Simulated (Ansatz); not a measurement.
# AlBFH$_{4}$NO···H$_{2}$: what the fields show

```tsv
atom	x (Å)	y (Å)	z (Å)
B	0.2644	0.6530	-0.0901
H	-0.2043	-1.1648	1.4030
N	1.2140	-0.0029	-0.8875
H	0.9557	-0.5447	-1.6996
H	2.1981	-0.0114	-0.6645
F	-1.0290	0.5899	-0.4448
O	0.6172	1.3888	1.0226
Al	0.7971	2.6550	2.1385
H	1.2325	2.2441	3.6060
H	0.5761	4.1508	1.6640
H	-0.0185	-0.5917	1.7949
```

Not at a stationary point (largest force 1.8 eV/Å).

Theory: RKS PBE0/def2-SVP in Ansatz 0.2.0.

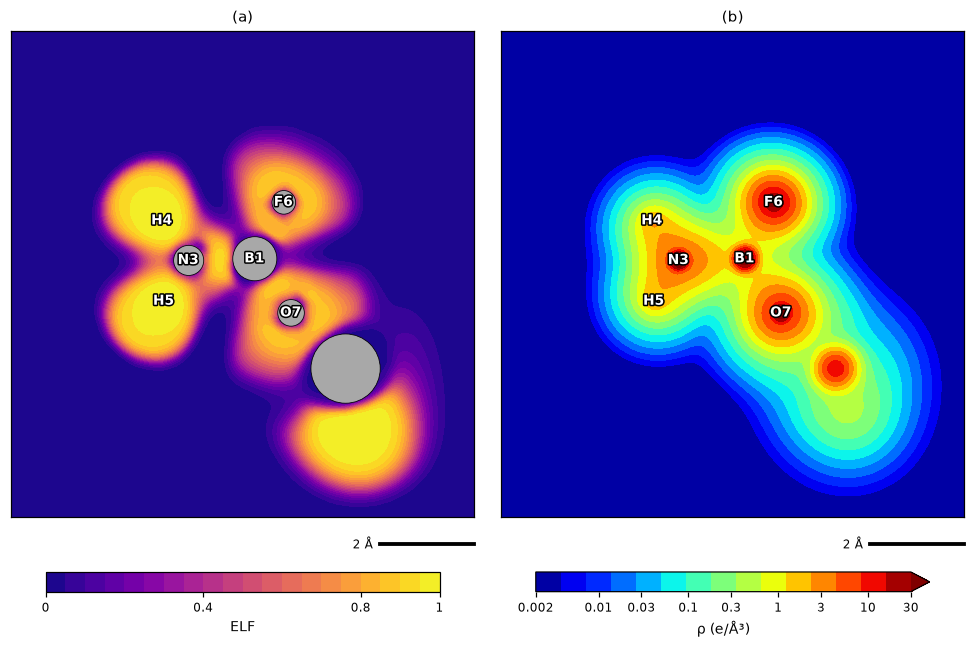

Figure 1. (a) ELF; (b) electron density on the plane of atoms H4, N3 and H5. Grey discs cover the atomic cores in the ELF map.

**Read the bonding off the picture.**

Atoms in the plane: B, N, H, F and O. B–F (1.34 Å): ρ is about 2.1 e/Å³ halfway; the ELF peaks at about 0.85 between the atoms; a shared but strongly polarised pair. B–O (1.38 Å): the density is about 2 e/Å³ at the midpoint; the ELF peaks at about 0.90 between the atoms, as expected for a polar covalent bond. B–N (1.40 Å): the density is about 1.9 e/Å³ at the midpoint; the ELF peaks at about 0.95 between the atoms; a short, strongly polar bond. N–H (1.01 Å): the density is about 2.8 e/Å³ at the midpoint; the ELF climbs to about 1 towards the hydrogen, as it does in any bond to H (an ordinary covalent bond to hydrogen). The ELF also peaks beside O7 and F6, away from the bonds: lone-pair regions.

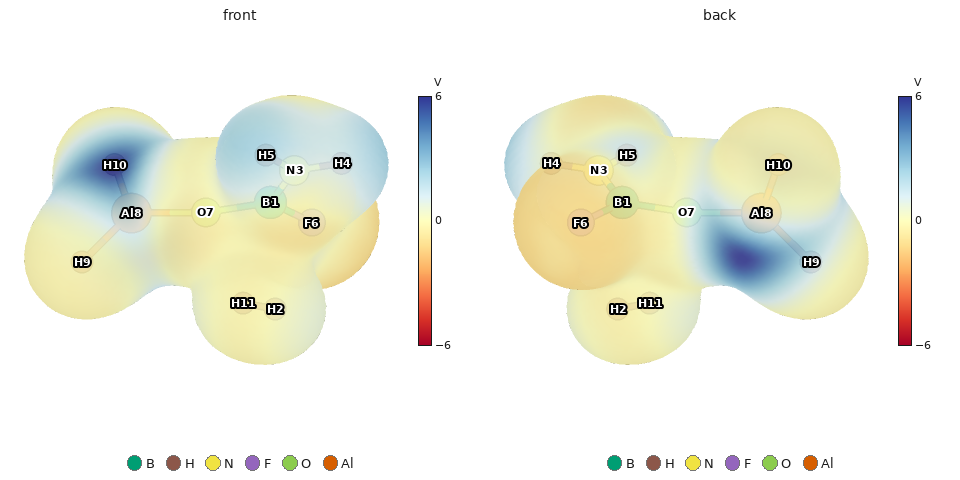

Figure 2. The molecular electrostatic potential painted on the density surface at 0.004 e/bohr³, seen from the front and from behind; the colour scale runs from red (negative) to blue (positive).

**Which sites attract a positive test charge, and which a negative one?**

A positive charge is drawn to the negative regions and a negative charge to the positive ones. The most negative region (about −1.2 V) lies over F6, the most positive (about +5.6 V) over Al8.

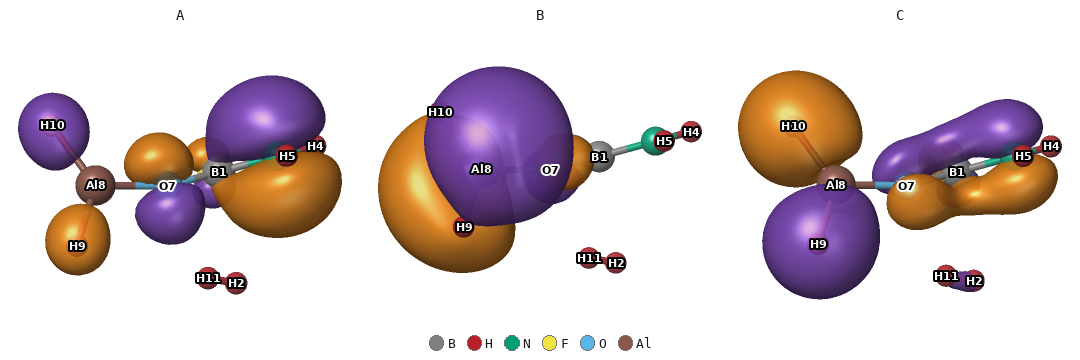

Figure 3. Three frontier orbitals at ±0.08 Å⁻³ᐟ² (orange and purple are the two phases), in no order.

**Order the three orbitals by energy and name them.**

C is the HOMO−1 (−8.40 eV). By Hirshfeld shares it lies mainly on Al8 (about 25 %), H10 (about 25 %), H9 (about 25 %), N3 (about 10 %) and O7 (about 5 %). A is the HOMO (−7.71 eV). By Hirshfeld shares it lies mainly on N3 (about 60 %), O7 (about 10 %) and B1 (about 10 %). B is the LUMO (−1.02 eV). By Hirshfeld shares it lies mainly on Al8 (about 80 %) and O7 (about 5 %).

**What is the HOMO–LUMO gap?**

6.69 eV between the orbital energies.
